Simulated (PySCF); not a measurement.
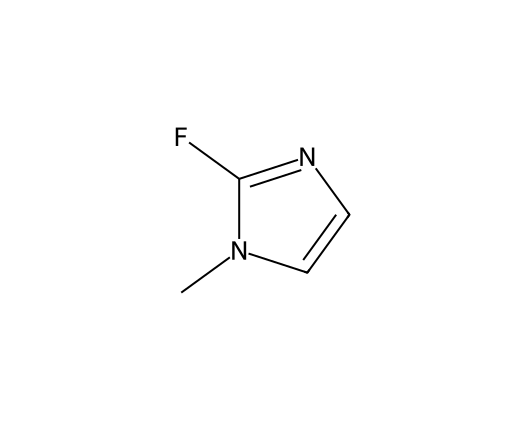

2D structure.

Question: Transcribe the drawing into SMILES.

Answer: Cn1ccnc1F

Question: Give the formula, hydrogens included.

Answer: C4H5FN2.

More results for the same structure follow; atom numbers are the same in all pictures, views and colours differ. The geometry was computed by an optimisation with PBE0-D3(BJ)/def2-SVP. No frequency run is at hand to confirm it as a minimum.

### Geometry

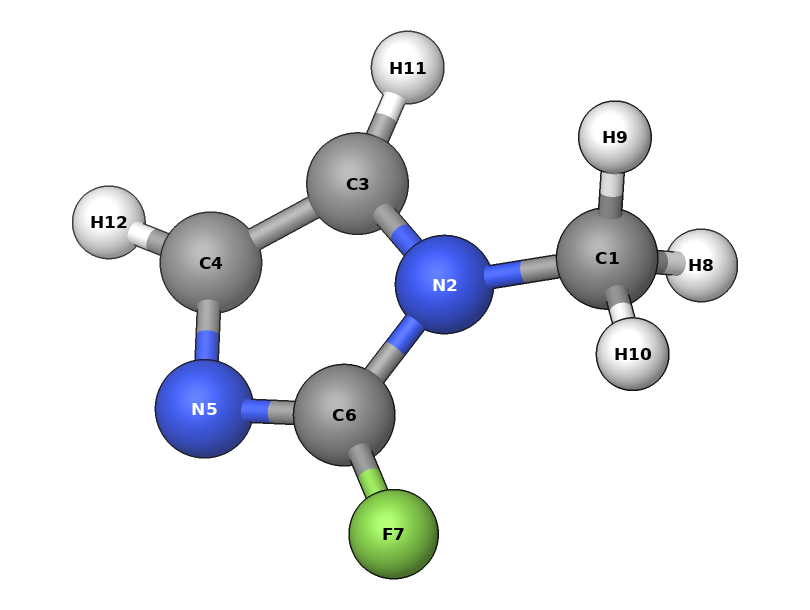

The atoms are numbered. No frequency run is at hand to confirm it as a minimum.

Give the bond lengths.

```
  bond  length (Å)     order
 C1–N2       1.440    single
 C1–H8       1.101    single
 C1–H9       1.100    single
C1–H10       1.097    single
 N2–C3       1.384  aromatic
 N2–C6       1.355  aromatic
 C3–C4       1.371  aromatic
C3–H11       1.087    single
 C4–N5       1.374  aromatic
C4–H12       1.089    single
 N5–C6       1.291  aromatic
 C6–F7       1.315    single
```

### Levels of theory compared

No frequency run is at hand to confirm it as a minimum. Program: PySCF 2.14.0.

At this fixed geometry, give dipole (D), HOMO–LUMO gap (eV), HOMO energy (eV) at these levels: BHandHLYP/aug-pcX-1 (pcseg-1 on H); PBE0/pcSseg-1 in chloroform (IEF-PCM); ωB97X-D/def2-SVPD; ωB97X-D/def2-SVPD in chloroform (IEF-PCM).

```csv
level,dipole (D),HOMO–LUMO gap (eV),HOMO energy (eV)
BHandHLYP/aug-pcX-1 (pcseg-1 on H),4.31,7.94,−7.60
PBE0/pcSseg-1 in chloroform (IEF-PCM),5.28,7.36,−6.67
ωB97X-D/def2-SVPD,4.29,10.56,−8.51
ωB97X-D/def2-SVPD in chloroform (IEF-PCM),5.33,10.83,−8.54
```

### Ring current

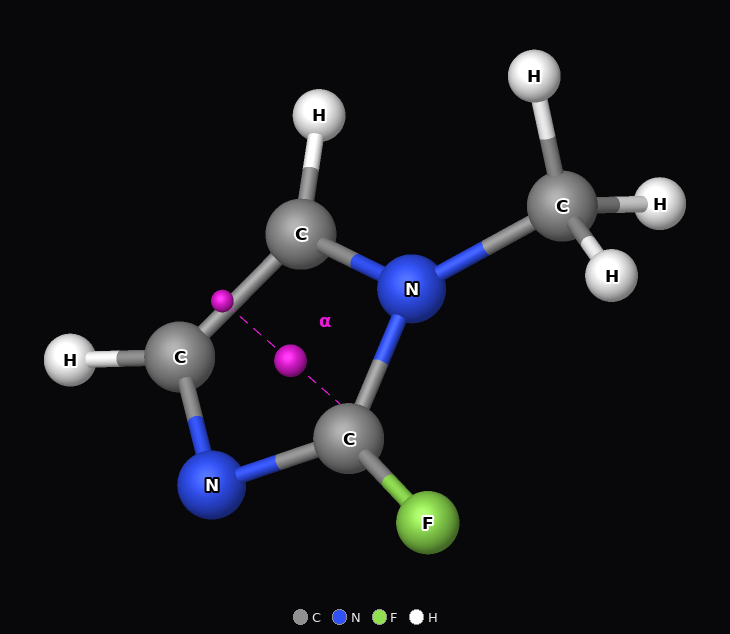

The small points mark where nucleus-independent chemical shifts (NICS) were computed: at the centre of each lettered ring and 1 Å above and below it. No frequency run is at hand to confirm it as a minimum. Level of theory: GIAO PBE0/pcSseg-1 NMR shielding, non-relativistic, IEF-PCM chloroform (PySCF 2.14.0).

Give NICS(0), NICS(1) and the out-of-plane component NICS(1)zz for each ring (means of the two sides).

```
ring  members  NICS(0)  NICS(1)  NICS(1)zz
   α     C3N2    −13.3     −9.9      −25.8
```

Values in ppm.

Question: What do the values say about the ring currents?

Answer: Ring α: diatropic, as in an aromatic ring. NICS is one index among several.

### NMR shielding

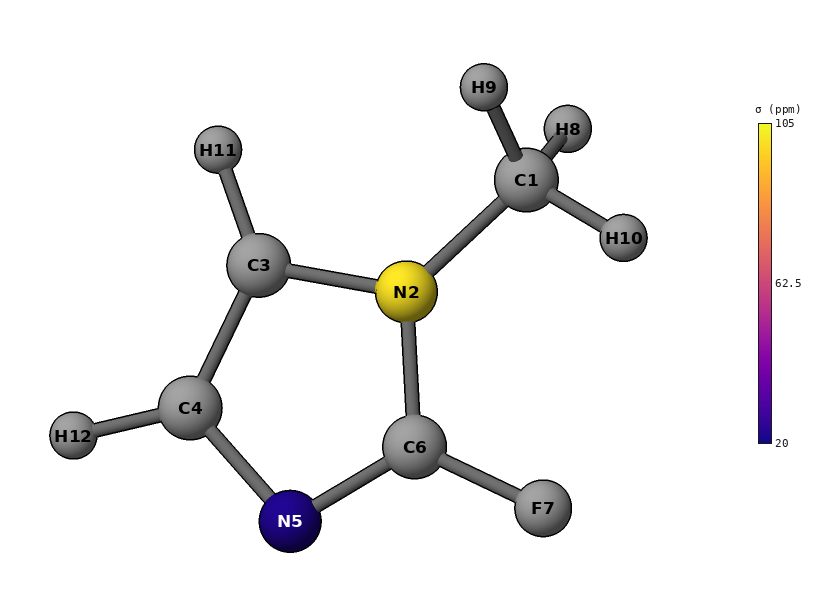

Atoms are coloured by their isotropic NMR shieldings (N only, the others grey). No frequency run is at hand to confirm it as a minimum. Properties computed with GIAO PBE0/pcSseg-1 NMR shielding, non-relativistic, IEF-PCM chloroform (PySCF 2.14.0).

Give the isotropic NMR shieldings of the N atoms atom by atom.

| atom | σ (ppm) |
| --- | --- |
| N2 | 100.1 |
| N5 | 22.6 |

### Charges

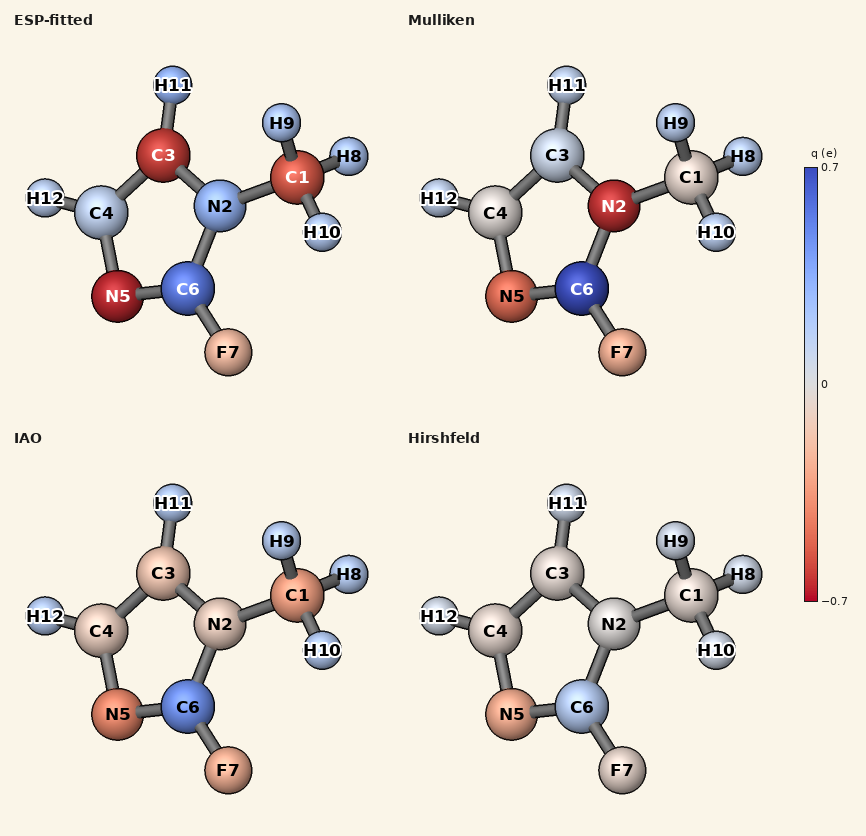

Atomic charges of one calculation by 4 schemes, on one colour scale. No frequency run is at hand to confirm it as a minimum. Method: PBE0/pcSseg-1 in chloroform (IEF-PCM) (PySCF 2.14.0).

Question: Which scheme gives the most polar picture (largest mean size of the charges)?

Answer: The ESP-fitted charges are the largest in size here, and the Hirshfeld charges the smallest.

Question: On which atom do the schemes disagree most?

Answer: On N2 (from −0.63 to 0.30 e).

List the charges (e), one line for each set of equivalent atoms.

```tsv
atom	ESP-fitted	Mulliken	IAO	Hirshfeld
C1	−0.54	−0.06	−0.32	−0.05
N2	0.30	−0.63	−0.10	−0.01
C3	−0.61	0.08	−0.15	−0.04
C4	0.13	−0.03	−0.10	−0.05
N5	−0.65	−0.48	−0.39	−0.26
C6	0.55	0.69	0.46	0.17
F7	−0.20	−0.25	−0.25	−0.06
H8	0.20	0.15	0.17	0.06
H9	0.20	0.15	0.17	0.07
H10	0.18	0.14	0.18	0.06
H11	0.30	0.12	0.18	0.07
H12	0.15	0.12	0.17	0.06
```

Mulliken values depend strongly on the basis set and can even reverse the polarity of a bond.
